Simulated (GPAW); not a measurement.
# Polarising Si/Hf(0001) with a field along the normal

The dipole of the cell at several fields, atoms fixed. What does the strongest field give, and what length does the slope stand for?

**Method.** GPAW 26.7.0, plane waves (400 eV), PAW setups, PBE, 11×11 mesh, a dipole layer in the vacuum; geometry relaxed without an applied field with GPAW. The cell's area is 8.87 Å², and e/ε0 = 180.95 V Å.

The runs, one held back:

```
field (V/Å)  dipole (e Å)
       −0.2       −0.1719
       −0.1       −0.1047
      −0.05       −0.0711
       0.05       −0.0038
        0.1        0.0299
        0.2        0.0973
        0.3             ?
```

To predict: What is the dipole at 0.3 V/Å?

A: A line through the 6 points has the slope α = 0.673 e Å per V/Å and the intercept p₀ = −0.0374 e Å (r.m.s. residual 6.2e−05). At 0.3 V/Å it gives p = −0.0374 + 0.673 × 0.3 = 0.1645 e Å; the run gives 0.1649 e Å, so the response stays linear to 0.2 % of the induced part. Dividing by ε0 and the area: α/(ε0 A) = 0.673 × 180.95 / 8.87 = 13.73 Å, against 9.84 Å between the outer nuclei.

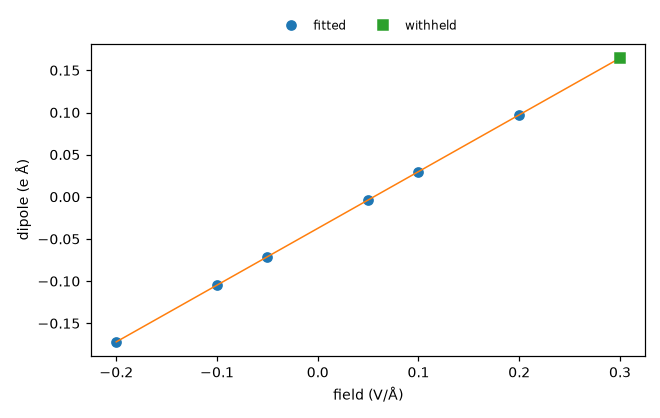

The line and the withheld run.

**Limits.** This is the electronic response alone; ions that move would add to it in polar layers. No run was spin-polarised, so magnetic states weren't tested. Spin-orbit coupling is left out, which matters for the heavier atoms here.

[Logs are printed without paths, hosts, clocks, repeated set-up lines and the standing remarks that a program may print on its own settings, such as how far it seeks lower states.]
